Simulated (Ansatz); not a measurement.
Pulling on the Se1–F2 bond in BrFSe (SMILES F[Se]Br) (multiplicity 1 held, fragments rigid). Energies count from the point at 1.764 Å.
Geometry at that point (charge 0, multiplicity 1):
```xyz
3

Se     0.5102    -0.4308     0.7784
F      1.4735    -1.3137    -0.4066
Br    -0.8745     0.7563    -0.6516
```

R- and RO- levels are restricted; in cc, def2 and unpolarised 6-31G sets they are followed outwards from rest. Unrestricted levels (U-) break spin symmetry where that is lower. Curves can end on different states.

Correlated levels freeze the cores. Filled d and f shells under p-block atoms count as core.

Run with Ansatz (a first-principles code). 

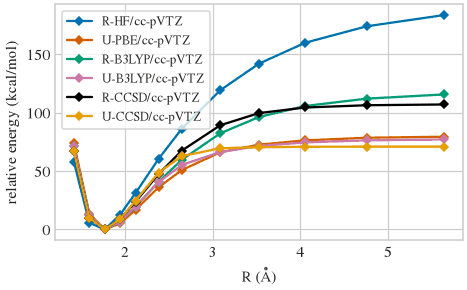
Relative energy along the coordinate

**Question.** Read off the R-HF/cc-pVTZ curve at R = 2.381.

**Answer.** about 60 kcal/mol

Doubts at one or more of the structures used: a restricted determinant that unrestricted orbitals would lower (R-HF/cc-pVTZ, R-B3LYP/cc-pVTZ, R-CCSD/cc-pVTZ); a spin-contaminated determinant (U-PBE/cc-pVTZ, U-B3LYP/cc-pVTZ, U-CCSD/cc-pVTZ); other coupled-cluster roots lie near (R-CCSD/cc-pVTZ); T1 above 0.05 (R-CCSD/cc-pVTZ, U-CCSD/cc-pVTZ).
